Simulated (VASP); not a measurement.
Band structure of CdTe (zinc blende). Method: revTPSS meta-GGA, VASP's PBE PAW potentials (set 64) (plane waves; VASP).

Unless said otherwise, spin-orbit coupling is left out, though it shifts the bands of the heavy elements here.

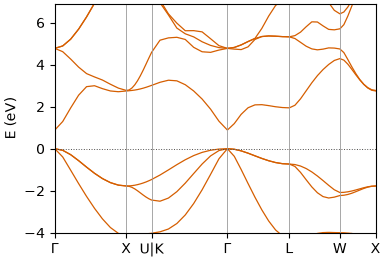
Fig. 1. Bands along high-symmetry lines, zero at the valence-band maximum or, without a gap, the Fermi level

Read the plot: is there a gap, and where are the band edges?

The gap is direct, 0.89 eV, from the valence maximum at Γ to the conduction minimum at Γ.

Measured: gap 1.63 eV (computed value off by -0.74 eV), as given by Anna Miglio et al., npj Computational Materials (2020), arXiv:2011.12765 [zero-point renormalisation of 16 meV (experimental, the table's column) added back].

The compound is CdTe in the zinc blende structure. It was relaxed first.
